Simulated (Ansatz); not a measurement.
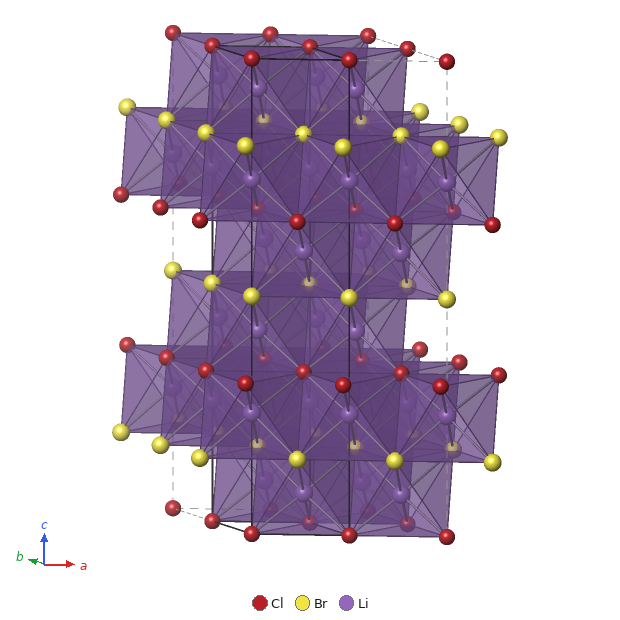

Polyhedra are drawn about Li (bonds: Br–Li below 3.1 Å and Cl–Li below 2.9 Å); other atoms are plain spheres.

Li₂BrCl (space group R-3m, No. 166). Coordinates: the geometry relaxed with DFT, PBE, plane waves, PAW (Ansatz 0.2.0); the starting structure was generated, so it need not be a known form of this composition.

Sharing among the drawn polyhedra:

```json
{"site": "Li", "polyhedron": "LiCl3Br3 octahedron", "corner-sharing neighbours": "6", "edge-sharing": "12", "face-sharing": "0", "bond (Å)": "2.62–2.72"}
```

They form a three-dimensional framework of corner- and edge-sharing octahedra.
